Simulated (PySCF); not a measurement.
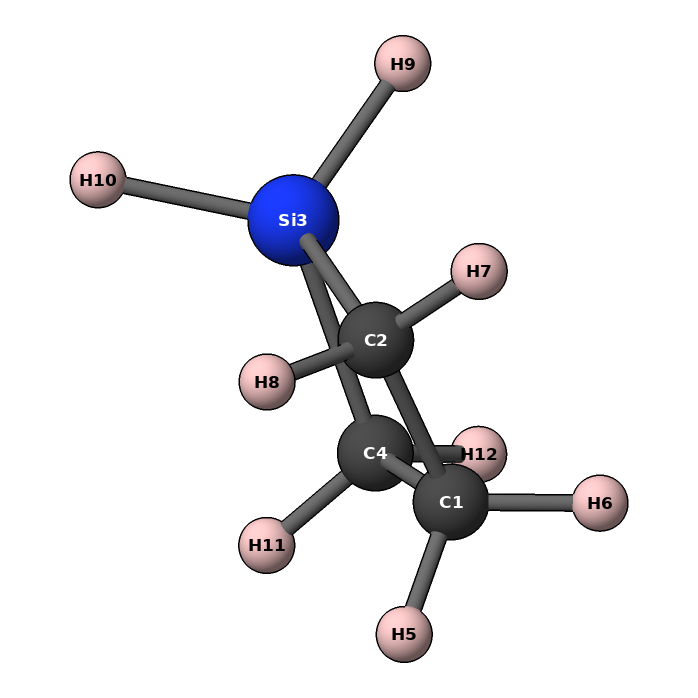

The questions are on Hirshfeld charges. Computed geometry: GFN2-xTB optimisation. No frequency run is at hand to confirm it as a minimum. Method: PBE0/pcSseg-1, gas phase (PySCF 2.14.0).

Give the Hirshfeld charges atom by atom.

```csv
atom,value (e)
C1,−0.07
C2,−0.17
Si3,0.35
C4,−0.17
H5,0.04
H6,0.04
H7,0.03
H8,0.03
H9,−0.08
H10,−0.08
H11,0.03
H12,0.03
```

The geometry is semi-empirical. Around Si such bond lengths and angles can be off by a tenth of an ångström or more and by several degrees, and values that hang on the shape move with them.
